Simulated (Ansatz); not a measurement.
# HNO (nitroxyl): BLYP/STO-3G

Aim: the vertical electron affinity of HNO (nitroxyl) at BLYP/STO-3G, from 2 runs. 

The calculation is run with Ansatz 0.2.0.

52 further runs of the same task are left out: 1 that didn't finish, 51 set aside as unsound or not needed.

## Step 1: Starting point

HNO has 3 atoms, charge 0, and is taken as a singlet. As SMILES, `N=O`. The shape is that of a GFN2-xTB optimisation.

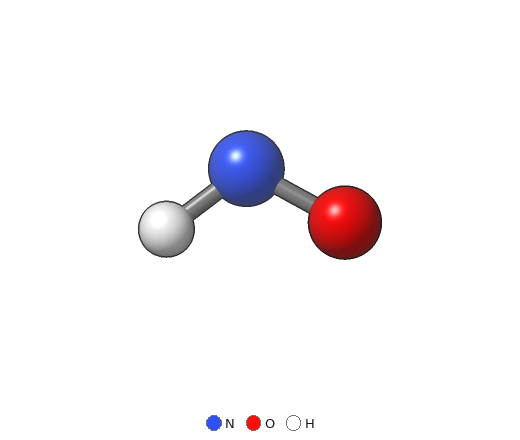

Viewed from a chosen angle; nitrogen blue, oxygen red, hydrogen white.

## Step 2: The energy at BLYP/STO-3G

job.yaml reads:

```yaml
crystal:
  periodic: [false, false, false]
  atoms:
    - {symbol: N, position_ang: [-0.275940, 0.297220, -0.114780]}
    - {symbol: O, position_ang: [0.768580, 0.418030, 0.466150]}
    - {symbol: H, position_ang: [-0.492640, -0.715240, -0.351380]}
basis:
  gaussian: {orbitals: STO-3G}
hamiltonian: {xc: {name: BLYP}}
accuracy: high
```

Launch:

```bash
ansatz run job.yaml --threads 1 --pin off --max-ram 2610MiB --events-out events.jsonl --progress --plain --runs-dir runs
```

Log:

```text
Warning: RAYON_NUM_THREADS=1 ignored (pool sized by the plan → 1); use --threads N
Functional definition: BLYP
  name "BLYP"
  parameter beta = 0.0042
  parameter a = 0.04918
  parameter b = 0.132
  parameter c = 0.2533
  parameter d = 0.349
  exchange = b88_x(beta = beta)
  correlation = lyp_c(a = a, b = b, c = c, d = d)
168 factors; integrals over basis functions are off by at most 2.2e-8 eV
mean field evaluation 1: about -3500.6280 eV, gradient 6.6e0 eV
mean field evaluation 2: about -3500.7556 eV, gradient 3.8e0 eV
mean field evaluation 4: about -3500.7930 eV, gradient 1.4e-1 eV
mean field evaluation 8: about -3500.7527 eV, gradient 2.7e-3 eV
mean field evaluation 16: about -3500.7527 eV, gradient 7.5e-9 eV
mean field -3500.75272896 eV, -128.6502898939 hartree, gradient 5.4e-8 eV, S^2 0.000000; 0 other end points of the search recorded, 0 dependent functions left out
reference -3500.75275253 eV, -128.6502907600 hartree; 8, 8 occupied and 3, 3 virtual orbitals, 168 factors
Total energy: -3500.75275253 eV, -128.6502907600 hartree
```

Wall time 0.38 s (1 thread of Arm Neoverse V2, shared host).

## Step 3: The doublet anion at the same level

run.yaml reads:

```yaml
crystal:
  periodic: [false, false, false]
  atoms:
    - {symbol: N, position_ang: [-0.275940, 0.297220, -0.114780]}
    - {symbol: O, position_ang: [0.768580, 0.418030, 0.466150]}
    - {symbol: H, position_ang: [-0.492640, -0.715240, -0.351380]}
basis:
  gaussian:
    orbitals: STO-3G
total_charge: -1
magnetization:
  spin_polarized: true
  initial_magnetization: 1
hamiltonian:
  xc: {name: BLYP}
accuracy: high
```

Launch:

```bash
ansatz run run.yaml --threads 1 --pin off --max-ram 2610MiB --events-out events.jsonl --progress --plain --runs-dir runs
```

Log (excerpt; [...] marks lines left out):

```text
Warning: RAYON_NUM_THREADS=1 ignored (pool sized by the plan → 1); use --threads N
[... 9 set-up lines as earlier in the session ...]
168 factors; integrals over basis functions are off by at most 2.2e-8 eV
mean field evaluation 1: about -3494.2910 eV, gradient 9.2e0 eV
mean field evaluation 2: about -3493.9726 eV, gradient 1.2e1 eV
mean field evaluation 4: about -3494.8825 eV, gradient 4.5e-1 eV
mean field evaluation 8: about -3494.8646 eV, gradient 1.2e-3 eV
mean field evaluation 16: about -3494.8646 eV, gradient 7.8e-9 eV
mean field -3494.86460384 eV, -128.4339052867 hartree, gradient 7.8e-9 eV, S^2 0.750401; 0 other end points of the search recorded, 0 dependent functions left out
reference -3494.86462662 eV, -128.4339061239 hartree; 9, 8 occupied and 2, 3 virtual orbitals, 168 factors
Total energy: -3494.86462662 eV, -128.4339061239 hartree
```

Run time: 0.62 s. Hardware: 1 thread of Arm Neoverse V2, shared host; peak memory 0.095 GiB.

## Step 4: Results

Level: BLYP/STO-3G.

| quantity | value |
| --- | --- |
| singlet HNO: total energy | -128.65029 Eh |
| doublet anion: total energy | -128.43391 Eh |
| doublet anion: ⟨S²⟩ | 0.750 |
| vertical electron affinity (to the doublet anion) | -5.888 eV |

The anion lies 5.89 eV (136 kcal/mol) above the neutral: the electron isn't bound at this level, and such a value depends on the basis. Without diffuse functions anions come out too high. In a minimal basis such a difference can be off by several eV, whatever the method.
